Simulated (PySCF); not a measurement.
## EPR calculation, with input and output: CH7N2Si

System: CH7N2Si, multiplicity 2, SMILES [CH2][SiH](N)N.
Method: UKS B3LYP, pcH-1 on C H N Si, non-relativistic, mean-field spin-orbit, GIAO (PySCF 2.14.0).

It belongs to a series of runs on one base structure; here: H removed from sp3 C.

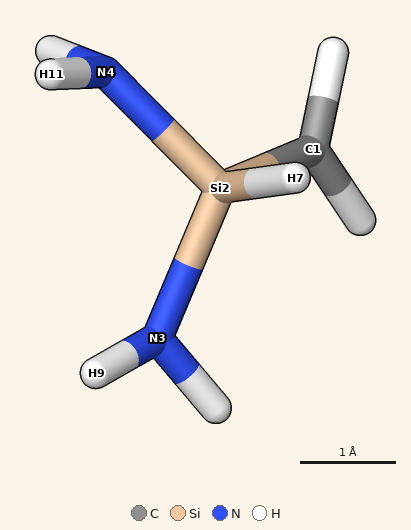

The structure as given in the input (stick view, seen at a tilt; atoms are numbered from 1 in the order of the input). Bond lengths as drawn: C–H 1.07 Å, C–Si 1.85 Å, H–N 1.01 Å, H–Si 1.48 Å and N–Si 1.73 to 1.74 Å.

## Input file
```
{"job": {"kind": "epr", "basis": "pcH-1"}, "charge": 0, "multiplicity": 2}
C     -1.450195    -0.906661    -0.135778
Si     0.202729    -0.111968    -0.356445
N      1.096701    -0.444796     1.094734
N     -0.055705     1.576130    -0.620318
H     -1.596188    -1.800821     0.442412
H     -2.313460    -0.572824    -0.681021
H      0.895133    -0.543167    -1.586828
H      1.139015    -1.395674     1.422818
H      2.001132    -0.014988     1.208047
H     -0.653938     2.065143     0.025756
H      0.740202     2.152298    -0.839340
```

The first line tells a small driver script what to run in PySCF; the rest is the geometry in Å.

Run on 1 CPU thread, shared host.

Command:
```bash
OMP_NUM_THREADS=1 python <driver script> task.json out
```

## What the program printed
```
UKS, coarse grid
  cycle   1  E = -441.25590011  |g| = 4.70e-01
  cycle   2  E = -441.16850051  |g| = 6.52e-01
  cycle   3  E = -441.34627943  |g| = 4.61e-02
  cycle   4  E = -441.34708672  |g| = 2.11e-02
  cycle   5  E = -441.34730868  |g| = 4.72e-03
  cycle   6  E = -441.34732160  |g| = 1.50e-03
  cycle   7  E = -441.34732295  |g| = 1.18e-03
  cycle   8  E = -441.34732371  |g| = 2.08e-04
UKS, final grid
  cycle   1  E = -441.34728540  |g| = 2.22e-04
  cycle   2  E = -441.34728538  |g| = 3.15e-04
  cycle   3  E = -441.34728542  |g| = 3.42e-05
  cycle   4  E = -441.34728542  |g| = 1.04e-05
E = -441.34728542 Eh   <S^2> = 0.7530 (exact 0.7500)
g shifts (ppm)      1          2          3
  rmc          -124       -124       -124
  gc              5         26         33
  oz_so           0        537        640
  total        -119        440        549
hyperfine (MHz)  atom isotope    a_iso     a_fc   dipolar eigenvalues
    0   13C      83.57      83.68    -76.75    -76.50    153.25
    1  29Si      44.66      44.71     -1.37     -1.03      2.40
    2   14N       4.79       4.79     -0.63     -0.33      0.96
    3   14N       4.09       4.09     -0.50     -0.38      0.89
    4    1H     -58.00     -58.01    -37.46     -0.68     38.14
    5    1H     -57.55     -57.56    -37.45     -0.59     38.04
    6    1H      48.23      48.23     -3.77     -1.35      5.12
    7    1H      -0.15      -0.15     -2.41     -1.95      4.37
    8    1H      -0.17      -0.17     -1.68     -1.35      3.02
    9    1H      -0.71      -0.71     -3.19     -1.91      5.10
   10    1H       1.56       1.56     -1.54     -1.38      2.92
```

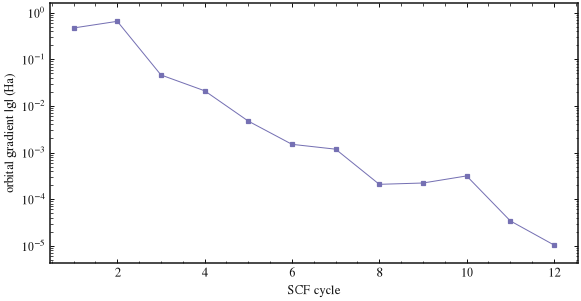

Convergence of the self-consistent field: orbital gradient |g| against the SCF cycle. All cycles printed in the log are drawn one after another.

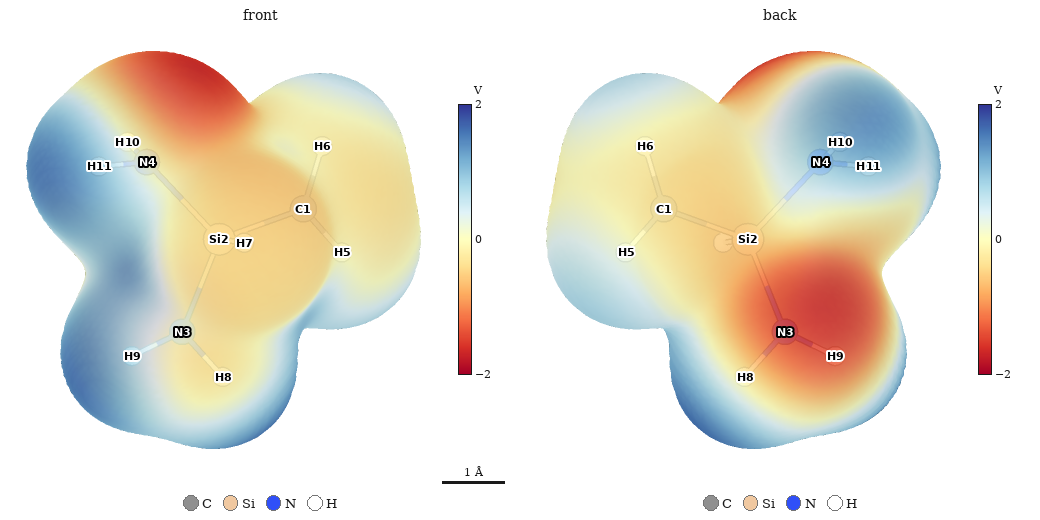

The electrostatic potential painted on the density surface at 0.002 e/bohr³, seen at a tilt and from behind; red is negative and blue positive. A positive charge is drawn to the negative regions and a negative charge to the positive ones.

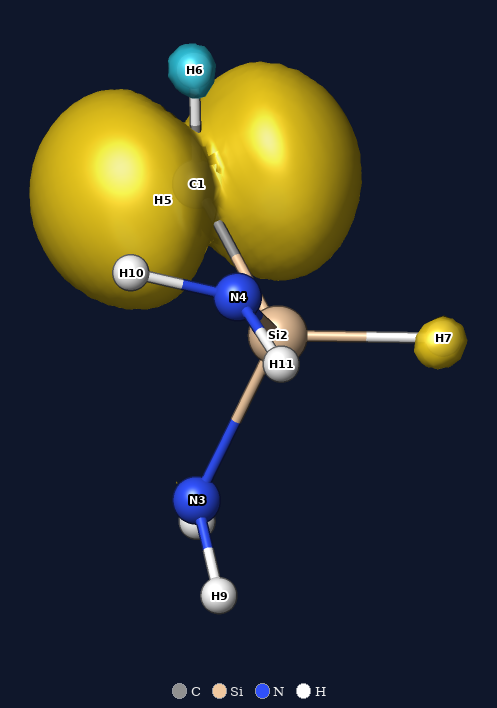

Isosurfaces of the spin density (α minus β) at +0.03 (yellow) and −0.03 e/Å³ (cyan), seen at an oblique angle. The unpaired spin (1 electron) lies mostly on C1 (about 0.8) and Si2 (about 0.1), in electrons by Hirshfeld's partition.

## Results in brief

```json
{"quantity": "outcome", "value": "converged"}
{"quantity": "total energy", "value": "−441.347285 hartree"}
{"quantity": "⟨S²⟩", "value": "0.753"}
{"quantity": "isotropic g", "value": "2.0026"}
{"quantity": "wall time", "value": "20 s"}
{"quantity": "peak memory", "value": "0.74 GiB"}
```
